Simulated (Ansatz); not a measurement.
# La on Cr(110): change of the work function

How does one ordered layer of La (longbridge site) change the work function of Cr(110), and what dipole does each adsorbate carry?

Program: Ansatz 0.2.0. Level of theory: plane-wave DFT, PBE-D3(BJ), Ansatz PAW. Results are calculated unless marked as measured.

## (1) The starting structure

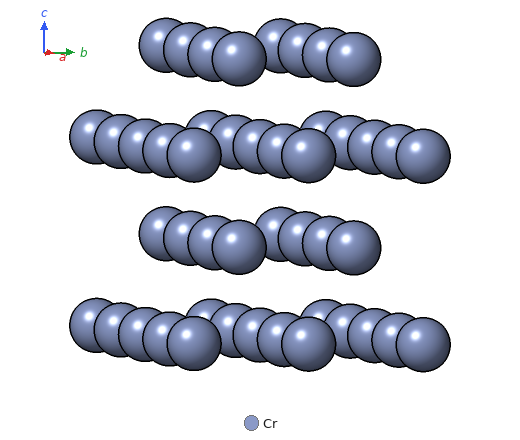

The cell as given, from the side, with the c axis up (chromium light blue). 4×2×1 cells are drawn. Some periodic images of atoms are drawn too.

The cell holds 4 atoms: 4 Cr. Its edges and angles: a = 2.494 Å, b = 2.494 Å, c = 24.109 Å, α = 90.0°, β = 90.0°, γ = 70.5°. Vacuum lies along c.

## (2) The clean slab

The bare slab comes first, as the zero from which every change is counted. The two lowest layers are held at bulk places and the upper ones relax. The dipole correction removes the false field that a one-sided slab makes across the periodic vacuum, so each face gets a flat vacuum level of its own.

The input, input.yaml:

```yaml
crystal:
  lattice:
    - [2.0364675298, -1.44, 0.0]
    - [2.0364675298, 1.44, 0.0]
    - [0.0, 0.0, 24.1094025895]
  atoms:
    - { symbol: Cr, position: [0.0, 0.0, 0.3732983415] }
    - { symbol: Cr, position: [0.5, 0.5, 0.4577661138] }
    - { symbol: Cr, position: [0.0, 0.0, 0.5422338862] }
    - { symbol: Cr, position: [0.5, 0.5, 0.6267016585] }
kpoints:
  mp_grid: { grid: [13, 13, 1] }
hamiltonian:
  xc: pbe
  dispersion: d3bj
scf:
  occupations: { method: fermi_dirac, width: 0.1 }
  convergence: { dr2_threshold: 1.0e-08 }
efield:
  axis: 3
  dipole_correction: true
  ramp_position: 0.97
  ramp_width: 0.06
relax:
  f_tol: 0.02
  max_steps: 60
  constraints: [{ sites: [0, 1] }]
output:
  write_potential: true
  write_density: true
  volumetric_format: npy
```

Launch:

```console
> ansatz run input.yaml --threads 4 --pin off --max-ram 6144MiB --backend cpu --events-out ev --progress --plain --runs-dir out
```

Numbers of over 12 decimals in the logs are rounded to 6 here.

The program printed:

```text
Engine: ansatz 0.2.0, aarch64-unknown-linux-gnu
Pseudopotentials: kind: paw
Pseudopotential: Cr, paw, valence charge 14, recommended cutoff 420 eV (normal), Cr.paw.azcp
Functional definition: PBE
  parameter kappa = 0.804
  parameter beta = 0.066725
  exchange = pbe_x(kappa = kappa, mu = beta*pi^2/3)
  correlation = pbe_c(beta = beta)
Crystal: 4 atoms, lattice volume = 141.402 Å³
Basis set: ecut = 420 eV, 2751 PW (Γ), exchange–correlation on 36×36×324 points (8 copies of the dense FFT grid, shifted against one another)
Bands: 34, of which v1, the nominal top of the filled ones, is band 28 counted from 1 (27 counted from 0)
Symmetry: 4 space group operations
k-points: 49 of 169
Non-local potential: Cr, projectors of the file, l = 0: 3, l = 1: 2, l = 2: 3, l = 3: 1
PAW form: soft (Blöchl's): semilocal exchange-correlation on the pseudo side does not see the compensation charge
PAW one-centre angular grid: Cr, 590 points (default); XC on 64 Gauss nodes
Initial density: superposition of atomic densities (neutral atoms: chi_scale 0, normalization atom), corrected by the library's trained network
Initial wavefunctions: pseudopotential atomic-orbital guess
Functional: x = pbe(κ = 0.804, μ = 0.219515), c = pbe(β = 0.066725)
SCF iter   1: F=—  HF=-13509.896345 eV  |F-HF|=—  |Δ(HF+E_count)|=         —  Δρ=2.68e-3  dr2=6.33e-2  ethr=1.77e-3  p=0.000 e·Å  D=3.33e-13 V/Å  ΔV_dip=-0.00 eV  dr2_dipole=5.96e-9  V_vac-E_F(+/−)=4.45/4.45 eV  ⟨swp⟩=7.8  Hψ=16659  notcnv=0
efield: sawtooth ramp at fractional position 0.9700 (set: `efield.ramp_position`, or a place that a band, a saddle search or an elastic batch's reference lends), width 0.0600; the density the first Hamiltonian is built on has a dipole p = 0.000 e·Å; the dipole correction subtracts the counter field D = 3.33e-13 V/Å, which shifts the + side's vacuum level by -0.00 eV against the − side's; the planar-averaged density in the ramp window peaks in size at 2.1e-5 e/Å³
automatic band count: the SCF goes on with 40 bands, as 34 were too few: the levels above may hold too much charge
preconditioner: auto → LDOS  [metal: Δε(μ)=0.010 eV  Ē_g=4.004 eV  σ=0.100 eV  W_gap=0.03  n_scr=16 (ndim 8)  ℏωp=15.3 eV  f_vac=0.593  D(μ)=4.70/eV (n_scr^D=18)  β→1.0]
SCF iter   2: F=—  HF=-13509.900581 eV  |F-HF|=—  |Δ(HF+E_count)|=   4.24e-3  Δρ=3.70e-3  dr2=1.79e-2  ethr=1.13e-4  p=-0.000 e·Å  D=-2.60e-5 V/Å  ΔV_dip=0.00 eV  dr2_dipole=1.58e-7  V_vac-E_F(+/−)=4.82/4.82 eV  ⟨swp⟩=2.3  Hψ=3973  notcnv=0
SCF iter   3: F=—  HF=-13509.896724 eV  |F-HF|=—  |Δ(HF+E_count)|=   3.86e-3  Δρ=1.58e-3  dr2=4.54e-3  ethr=3.19e-5  p=0.000 e·Å  D=7.11e-7 V/Å  ΔV_dip=-0.00 eV  dr2_dipole=3.47e-9  V_vac-E_F(+/−)=4.80/4.80 eV  ⟨swp⟩=3.1  Hψ=4195  notcnv=0
SCF iter   4: F=—  HF=-13509.896374 eV  |F-HF|=—  |Δ(HF+E_count)|=   3.50e-4  Δρ=3.38e-4  dr2=4.56e-4  ethr=8.10e-6  p=0.000 e·Å  D=4.75e-6 V/Å  ΔV_dip=-0.00 eV  dr2_dipole=1.50e-8  V_vac-E_F(+/−)=4.84/4.84 eV  ⟨swp⟩=1.7  Hψ=2113  notcnv=0
SCF iter   5: F=—  HF=-13509.896386 eV  |F-HF|=—  |Δ(HF+E_count)|=   1.23e-5  Δρ=8.97e-5  dr2=3.52e-5  ethr=8.15e-7  p=0.000 e·Å  D=2.85e-6 V/Å  ΔV_dip=-0.00 eV  dr2_dipole=7.07e-8  V_vac-E_F(+/−)=4.89/4.89 eV  ⟨swp⟩=2.1  Hψ=2730  notcnv=0
SCF iter   6: F=—  HF=-13509.896326 eV  |F-HF|=—  |Δ(HF+E_count)|=   6.00e-5  Δρ=8.55e-5  dr2=2.34e-5  ethr=6.29e-8  p=0.000 e·Å  D=3.48e-6 V/Å  ΔV_dip=-0.00 eV  dr2_dipole=2.35e-8  V_vac-E_F(+/−)=4.90/4.90 eV  ⟨swp⟩=3.2  Hψ=3222  notcnv=0
SCF iter   7: F=—  HF=-13509.896326 eV  |F-HF|=—  |Δ(HF+E_count)|=   1.92e-7  Δρ=2.01e-5  dr2=9.11e-7  ethr=4.18e-8  p=0.000 e·Å  D=7.18e-7 V/Å  ΔV_dip=-0.00 eV  dr2_dipole=2.06e-9  V_vac-E_F(+/−)=4.90/4.90 eV  ⟨swp⟩=2.0  Hψ=2579  notcnv=0
SCF iter   8: F=—  HF=-13509.896314 eV  |F-HF|=—  |Δ(HF+E_count)|=   1.20e-5  Δρ=1.43e-5  dr2=4.53e-7  ethr=1.63e-9  p=0.000 e·Å  D=8.80e-7 V/Å  ΔV_dip=-0.00 eV  dr2_dipole=3.27e-9  V_vac-E_F(+/−)=4.90/4.90 eV  ⟨swp⟩=3.2  Hψ=3499  notcnv=0
SCF iter   9: F=—  HF=-13509.896314 eV  |F-HF|=—  |Δ(HF+E_count)|=   9.91e-8  Δρ=5.40e-6  dr2=9.90e-8  ethr=8.09e-10  p=0.000 e·Å  D=3.07e-7 V/Å  ΔV_dip=-0.00 eV  dr2_dipole=9.63e-11  V_vac-E_F(+/−)=4.90/4.90 eV  ⟨swp⟩=2.3  Hψ=2534  notcnv=0
SCF iter  10: F=-13509.896314 eV  HF=-13509.896314 eV  |F-HF|=2.22e-9  |Δ(HF+E_count)|=   4.25e-8  Δρ=1.42e-6  dr2=5.28e-9  ethr=1.79e-11  p=0.000 e·Å  D=1.45e-7 V/Å  ΔV_dip=-0.00 eV  dr2_dipole=1.82e-12  V_vac-E_F(+/−)=4.90/4.90 eV  ⟨swp⟩=8.4  Hψ=12603  notcnv=0
SCF 1 converged in 10 iterations: F = -13509.896314 eV  dr2 = 5.28e-9
  greatest PAW one-centre occupation: 1.000 electrons in one spin orbital (limit 2), on the Cr atom at site 2 (counted from 0), in its partial waves of l = 0
relax step   1: F+E_penalty+E_count = -13509.89631443 eV  Δ(F+E_penalty+E_count) = +0.000e0 eV  max|allowed force component| = 8.406e-1 eV/Å  Δτ_max = 0.0000 Å  (10 SCF iters, accepted)
Bands: 40, of which v1, the nominal top of the filled ones, is band 28 counted from 1 (27 counted from 0)
Initial density: handed on by an earlier stage of this run
Initial wavefunctions: those handed on with the density
SCF iter   1: F=—  HF=-13510.030610 eV  |F-HF|=—  |Δ(HF+E_count)|=         —  Δρ=2.09e-2  dr2=2.10e0  ethr=3.10e-3  p=-0.000 e·Å  D=-7.81e-7 V/Å  ΔV_dip=0.00 eV  dr2_dipole=2.76e-1  V_vac-E_F(+/−)=4.90/4.90 eV  ⟨swp⟩=4.5  Hψ=5495  notcnv=0
efield: sawtooth ramp at fractional position 0.9700 (set: `efield.ramp_position`, or a place that a band, a saddle search or an elastic batch's reference lends), width 0.0600; the density the first Hamiltonian is built on has a dipole p = -0.000 e·Å; the dipole correction subtracts the counter field D = -7.81e-7 V/Å, which shifts the + side's vacuum level by +0.00 eV against the − side's; the planar-averaged density in the ramp window peaks in size at 5.8e-6 e/Å³
preconditioner: auto → LDOS  [metal: Δε(μ)=0.038 eV  Ē_g=4.108 eV  σ=0.100 eV  W_gap=0.09  n_scr=16 (ndim 8)  ℏωp=15.3 eV  f_vac=0.596  D(μ)=5.02/eV (n_scr^D=18)  β→1.0]
SCF iter   2: F=—  HF=-13509.990313 eV  |F-HF|=—  |Δ(HF+E_count)|=   4.03e-2  Δρ=1.18e-2  dr2=2.26e-1  ethr=3.10e-3  p=0.001 e·Å  D=1.70e-3 V/Å  ΔV_dip=-0.04 eV  dr2_dipole=4.58e-4  V_vac-E_F(+/−)=4.91/4.95 eV  ⟨swp⟩=2.0  Hψ=2754  notcnv=0
SCF iter   3: F=—  HF=-13509.972770 eV  |F-HF|=—  |Δ(HF+E_count)|=   1.75e-2  Δρ=7.93e-3  dr2=9.00e-2  ethr=4.04e-4  p=0.005 e·Å  D=5.93e-3 V/Å  ΔV_dip=-0.14 eV  dr2_dipole=1.05e-3  V_vac-E_F(+/−)=4.77/4.92 eV  ⟨swp⟩=2.6  Hψ=3720  notcnv=0
[...]
SCF iter   8: F=—  HF=-13509.963233 eV  |F-HF|=—  |Δ(HF+E_count)|=   6.50e-5  Δρ=2.48e-5  dr2=1.51e-6  ethr=6.11e-9  p=0.003 e·Å  D=3.90e-3 V/Å  ΔV_dip=-0.09 eV  dr2_dipole=1.18e-7  V_vac-E_F(+/−)=4.82/4.92 eV  ⟨swp⟩=3.2  Hψ=3788  notcnv=0
SCF iter   9: F=—  HF=-13509.963233 eV  |F-HF|=—  |Δ(HF+E_count)|=   1.99e-7  Δρ=9.68e-6  dr2=3.13e-7  ethr=2.69e-9  p=0.003 e·Å  D=3.90e-3 V/Å  ΔV_dip=-0.09 eV  dr2_dipole=4.85e-8  V_vac-E_F(+/−)=4.82/4.92 eV  ⟨swp⟩=2.7  Hψ=2620  notcnv=0
SCF iter  10: F=—  HF=-13509.963234 eV  |F-HF|=—  |Δ(HF+E_count)|=   1.71e-7  Δρ=4.63e-6  dr2=4.17e-8  ethr=5.59e-10  p=0.003 e·Å  D=3.89e-3 V/Å  ΔV_dip=-0.09 eV  dr2_dipole=4.82e-10  V_vac-E_F(+/−)=4.82/4.92 eV  ⟨swp⟩=2.8  Hψ=2875  notcnv=0
SCF iter  11: F=-13509.963234 eV  HF=-13509.963234 eV  |F-HF|=5.33e-10  |Δ(HF+E_count)|=   7.10e-9  Δρ=1.71e-6  dr2=5.25e-9  ethr=1.79e-11  p=0.003 e·Å  D=3.89e-3 V/Å  ΔV_dip=-0.09 eV  dr2_dipole=8.90e-12  V_vac-E_F(+/−)=4.82/4.92 eV  ⟨swp⟩=10.0  Hψ=12193  notcnv=0
SCF 2 converged in 11 iterations: F = -13509.963234 eV  dr2 = 5.25e-9
relax step   2: F+E_penalty+E_count = -13509.96323364 eV  Δ(F+E_penalty+E_count) = -6.692e-2 eV  max|allowed force component| = 3.653e-1 eV/Å  Δτ_max = 0.1342 Å  (11 SCF iters, accepted)
iter 1 solved again at ethr=7.00e-4 eV; its pass at ethr=3.10e-3 eV (dr2=3.92e-1 eV) is discarded
SCF iter   1: F=—  HF=-13509.990570 eV  |F-HF|=—  |Δ(HF+E_count)|=         —  Δρ=9.89e-3  dr2=3.67e-1  ethr=7.00e-4  p=0.003 e·Å  D=3.89e-3 V/Å  ΔV_dip=-0.09 eV  dr2_dipole=1.45e-2  V_vac-E_F(+/−)=4.83/4.93 eV  ⟨swp⟩=1.5  Hψ=6775  notcnv=0
efield: sawtooth ramp at fractional position 0.9700 (set: `efield.ramp_position`, or a place that a band, a saddle search or an elastic batch's reference lends), width 0.0600; the density the first Hamiltonian is built on has a dipole p = 0.003 e·Å; the dipole correction subtracts the counter field D = 3.89e-3 V/Å, which shifts the + side's vacuum level by -0.09 eV against the − side's; the planar-averaged density in the ramp window peaks in size at 8.6e-6 e/Å³
preconditioner: auto → LDOS  [metal: Δε(μ)=0.043 eV  Ē_g=4.146 eV  σ=0.100 eV  W_gap=0.11  n_scr=16 (ndim 8)  ℏωp=15.3 eV  f_vac=0.601  D(μ)=4.76/eV (n_scr^D=18)  β→1.0]
SCF iter   2: F=—  HF=-13509.981711 eV  |F-HF|=—  |Δ(HF+E_count)|=   8.86e-3  Δρ=6.53e-3  dr2=8.40e-2  ethr=6.56e-4  p=0.004 e·Å  D=5.33e-3 V/Å  ΔV_dip=-0.13 eV  dr2_dipole=2.72e-4  V_vac-E_F(+/−)=4.80/4.93 eV  ⟨swp⟩=2.0  Hψ=2546  notcnv=0
SCF iter   3: F=—  HF=-13509.976425 eV  |F-HF|=—  |Δ(HF+E_count)|=   5.29e-3  Δρ=3.40e-3  dr2=1.69e-2  ethr=1.50e-4  p=0.006 e·Å  D=7.04e-3 V/Å  ΔV_dip=-0.17 eV  dr2_dipole=1.26e-4  V_vac-E_F(+/−)=4.76/4.93 eV  ⟨swp⟩=2.1  Hψ=3185  notcnv=0
SCF iter   4: F=—  HF=-13509.974858 eV  |F-HF|=—  |Δ(HF+E_count)|=   1.57e-3  Δρ=4.54e-4  dr2=7.86e-4  ethr=3.02e-5  p=0.005 e·Å  D=6.36e-3 V/Å  ΔV_dip=-0.15 eV  dr2_dipole=1.21e-4  V_vac-E_F(+/−)=4.77/4.93 eV  ⟨swp⟩=2.0  Hψ=2576  notcnv=0
SCF iter   5: F=—  HF=-13509.974782 eV  |F-HF|=—  |Δ(HF+E_count)|=   7.63e-5  Δρ=1.59e-4  dr2=1.70e-4  ethr=1.40e-6  p=0.005 e·Å  D=6.36e-3 V/Å  ΔV_dip=-0.15 eV  dr2_dipole=4.16e-5  V_vac-E_F(+/−)=4.77/4.93 eV  ⟨swp⟩=2.1  Hψ=2703  notcnv=0
SCF iter   6: F=—  HF=-13509.974799 eV  |F-HF|=—  |Δ(HF+E_count)|=   1.68e-5  Δρ=2.24e-4  dr2=7.93e-5  ethr=3.03e-7  p=0.005 e·Å  D=6.41e-3 V/Å  ΔV_dip=-0.15 eV  dr2_dipole=4.00e-6  V_vac-E_F(+/−)=4.77/4.93 eV  ⟨swp⟩=2.1  Hψ=2665  notcnv=0
SCF iter   7: F=—  HF=-13509.974751 eV  |F-HF|=—  |Δ(HF+E_count)|=   4.74e-5  Δρ=8.96e-5  dr2=1.27e-5  ethr=1.42e-7  p=0.005 e·Å  D=6.41e-3 V/Å  ΔV_dip=-0.15 eV  dr2_dipole=3.41e-7  V_vac-E_F(+/−)=4.77/4.92 eV  ⟨swp⟩=2.2  Hψ=2582  notcnv=0
SCF iter   8: F=—  HF=-13509.974748 eV  |F-HF|=—  |Δ(HF+E_count)|=   3.27e-6  Δρ=1.67e-5  dr2=7.45e-7  ethr=2.26e-8  p=0.005 e·Å  D=6.45e-3 V/Å  ΔV_dip=-0.16 eV  dr2_dipole=6.78e-8  V_vac-E_F(+/−)=4.77/4.92 eV  ⟨swp⟩=2.1  Hψ=2939  notcnv=0
SCF iter   9: F=—  HF=-13509.974739 eV  |F-HF|=—  |Δ(HF+E_count)|=   9.46e-6  Δρ=1.63e-5  dr2=4.89e-7  ethr=1.33e-9  p=0.005 e·Å  D=6.46e-3 V/Å  ΔV_dip=-0.16 eV  dr2_dipole=4.31e-8  V_vac-E_F(+/−)=4.77/4.92 eV  ⟨swp⟩=3.2  Hψ=4001  notcnv=0
SCF iter  10: F=—  HF=-13509.974739 eV  |F-HF|=—  |Δ(HF+E_count)|=   1.81e-8  Δρ=4.43e-6  dr2=2.37e-8  ethr=8.74e-10  p=0.005 e·Å  D=6.45e-3 V/Å  ΔV_dip=-0.16 eV  dr2_dipole=1.00e-9  V_vac-E_F(+/−)=4.77/4.92 eV  ⟨swp⟩=1.7  Hψ=2277  notcnv=0
SCF iter  11: F=-13509.974739 eV  HF=-13509.974739 eV  |F-HF|=2.26e-9  |Δ(HF+E_count)|=   1.79e-8  Δρ=1.69e-6  dr2=5.43e-9  ethr=1.79e-11  p=0.005 e·Å  D=6.46e-3 V/Å  ΔV_dip=-0.16 eV  dr2_dipole=2.06e-10  V_vac-E_F(+/−)=4.77/4.92 eV  ⟨swp⟩=10.0  Hψ=12084  notcnv=0
SCF 3 converged in 11 iterations: F = -13509.974739 eV  dr2 = 5.43e-9
relax step   3: F+E_penalty+E_count = -13509.97473863 eV  Δ(F+E_penalty+E_count) = -1.150e-2 eV  max|allowed force component| = 1.247e-2 eV/Å  Δτ_max = 0.0701 Å  (11 SCF iters, accepted)
NSCF: frozen V_eff on 49 k-points
the band table was solved once a step of the walk had ended and its energy, with any forces and stress, was formed, with the checks that follow a solve (8441 applications of the Hamiltonian). They found nothing against the state; the energy, forces and stress were not computed again (output.eigenvalues in the input reference)
SCF converged after 11 iterations
Free energy (F): -13509.974739 eV
Harris-Foulkes:  -13509.974739 eV  (|F-HF|=2.26e-9)
Internal energy: -13509.820342 eV  (E = F + TS)
E sigma→0 (E₀):  -13509.897541 eV
Entropy (-TS):   -0.154396 eV (-38.599 meV/atom)
Fermi energy:    3.226016 eV
Dipole field:    D = 0.006479 V/Å  (p = 0.005063 e·Å, saw-weighted, corrected)
Work function:   Φ+ = 4.7688 eV   Φ− = 4.9250 eV
Levels:          The Fermi level and band energies are counted from a zero that moves with the ramp; work functions are not
--- Per-component energies (eV) ---
  E_band       = -1478.263302
  E_kinetic    = 1369.597426
  E_local      = -94611.467601  (includes V_loc(G=0)·N_el)
  E_nonlocal   = 316.663945
  E_hartree    = 46558.530900
  E_xc         = -557.052778
  E_vxc        = -710.418585  (∫ρ·V_xc dr)
  E_paw        = -4780.831402  (= ΣΔE_a)
  E_vpaw       = -959.732209  (= ΣTr[D̂ρ^β])
  E_aug_tail   = 0.001474  (compensation charges beyond the density's cutoff)
  E_efield     = 0.000016  (sawtooth field / dipole correction)
  E_vefield    = 0.023598  (∫n·V_field dr)
  E_ewald      = 38196.146723
  E_disp       = -1.409047  (pairwise vdW)
  E_smearing   = -0.154396  (= −TS)
  E_closure    = -0.000000  (closes the sum)
  Σ components = -13509.974739   (vs F -13509.974739, Δ=0.00e0)
--- Forces (eV/Å), atoms counted from 1 ---
  atom   1  Cr     0.00000000     0.00000000     0.76640095
  atom   2  Cr    -0.00000000     0.00000000    -0.78555340
  atom   3  Cr     0.00000000     0.00000000     0.01246701
  atom   4  Cr     0.00000000     0.00000000     0.00667816
  max |Σ_I F_I| component: 7.28e-6 eV/Å
--- Band table (eV; the first three rows and the last of 49) ---
  k-point 0: bands = [... 24 lower, 2.2464, 2.3410, 2.3948, 2.4035, 3.1428, 3.4719, 4.0501, 4.0677, ... 8 higher]
  k-point 1: bands = [... 24 lower, 2.0881, 2.2986, 2.4620, 2.6312, 2.9261, 3.5448, 3.7104, 3.9705, ... 8 higher]
  k-point 2: bands = [... 24 lower, 2.0020, 2.1450, 2.4201, 2.7245, 2.9846, 3.0833, 3.8737, 3.9273, ... 8 higher]
  k-point 48: bands = [... 24 lower, 2.0845, 3.4049, 3.5802, 4.0531, 4.1623, 4.3376, 4.7257, 5.1919, ... 8 higher]
--- Relaxed structure (3 steps of the walk, 3 accepted, 0 SCFs on fresh bases) ---
  F+E_penalty+E_count = -13509.97473863 eV   max|allowed force component| = 1.247e-2 eV/Å
  atoms:
    - { symbol: Cr, position: [0.0, 0.0, 0.3732983415] }
    - { symbol: Cr, position: [0.500000, 0.500000, 0.4577661138] }
    - { symbol: Cr, position: [-2.2687117388596637e-18, -2.2687117388596637e-18, 0.539932] }
    - { symbol: Cr, position: [0.500000, 0.500000, 0.618227] }
```

It took 43 s on 4 threads of Arm Neoverse N1, shared host; peak memory 0.57 GiB; 2.8 min of CPU time.

This run has no spin polarisation, although Cr can carry a moment.

The steps of the relaxation:

```
step  energy less that of the first step (eV)  largest force component (eV/Å)
   1                                   0.0000                          0.8406
   2                                  -0.0669                          0.3653
   3                                  -0.0784                          0.0125
```

The run keeps the 4 symmetry operations that it works with, so distortions that break them were not tested.

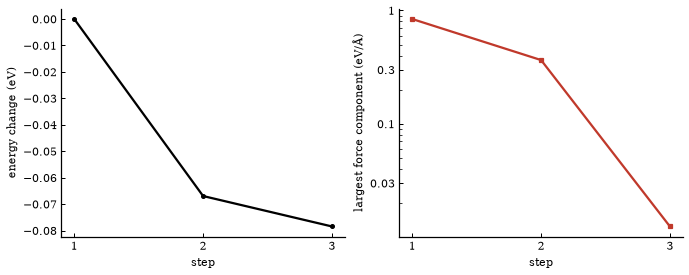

Energy and largest force along the relaxation.

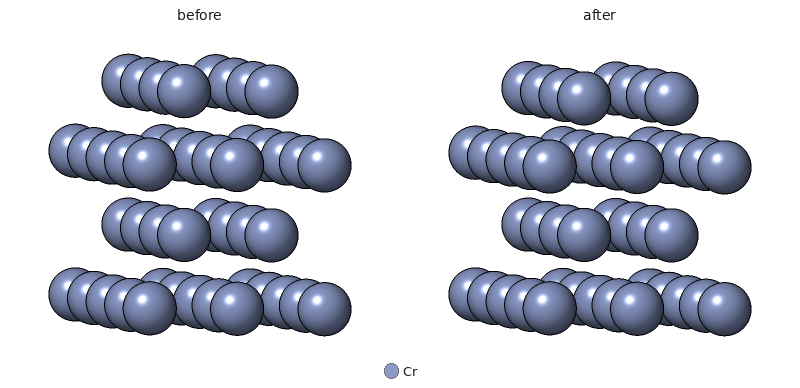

Before and after, at one scale.

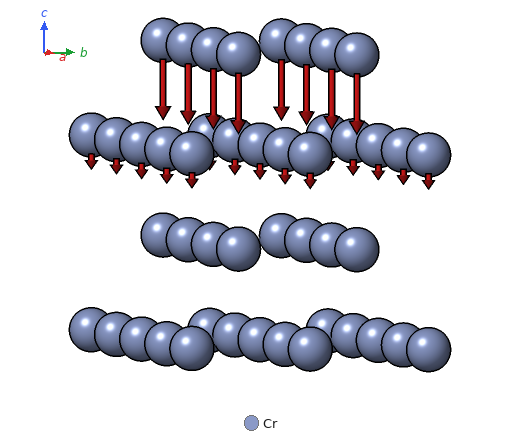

Displacements in the relaxation, exaggerated; the longest in the cell stands for 0.20 Å. 4×2×1 cells are drawn. Some periodic images of atoms are drawn too.

The atoms that moved most (Å):

```
atom     dx     dy      dz  length
 Cr4  0.000  0.000  -0.204   0.204
 Cr3  0.000  0.000  -0.055   0.055
```

The relaxed structure:

```xyz
4
Lattice="2.0365 -1.4400 0.0000 2.0365 1.4400 0.0000 0.0000 0.0000 24.1094" Properties=species:S:1:pos:R:3
Cr    0.0000    0.0000    9.0000
Cr    2.0365    0.0000   11.0365
Cr    0.0000    0.0000   13.0174
Cr    2.0365    0.0000   14.9051
```

Numbers from this step:

```yaml
energy_at_zero_smearing: -13509.8975 eV
work_function_upper_face: 4.769 eV
work_function_lower_face: 4.925 eV
dipole_along_the_normal: 0.005063 e·Å
step_between_the_vacuum_levels: -0.1562 eV
```

Running mean over 2.036 Å of the planar mean; the ramp of the sawtooth is left out. The electron's electrostatic potential energy less the Fermi level by z:

```
z (Å)  electron's electrostatic potential energy less the Fermi level (eV)
    3                                                                 4.92
    4                                                                 4.92
    5                                                                 4.92
    6                                                                 4.82
    7                                                                 3.86
    8                                                                -3.33
    9                                                                -9.55
   10                                                                -9.81
   11                                                               -10.00
   12                                                                -10.5
   13                                                                -10.3
   14                                                                -11.2
   15                                                                -9.61
   16                                                                -2.44
   17                                                                 3.93
   18                                                                 4.69
   19                                                                 4.76
   20                                                                 4.77
   21                                                                 4.77
```

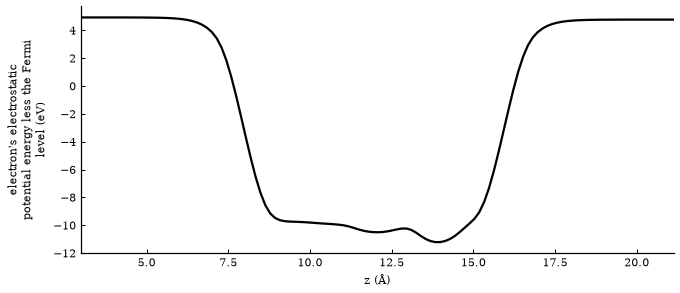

Electron's electrostatic potential energy less the Fermi level against z.

The relaxation took 3 steps and lowered the energy by 0.078 eV; the largest force on the free atoms ends at 0.012 eV/Å.

The work function of the upper face is 4.77 eV.

[end of part 1 of 5]

[Logs are printed without paths, hosts, clocks, repeated set-up lines and the standing remarks that a program may print on its own settings, such as how far it seeks lower states.]

[Hosts, paths, dates, database ids (printed as entryN), source tags and the programs' standing remarks are cut or masked in the printed files.]

[Maps of the electrostatic potential energy from Ansatz leave out the sawtooth potential of an applied field or a dipole correction, so their vacuum need not be flat; planar profiles and work functions include it.]
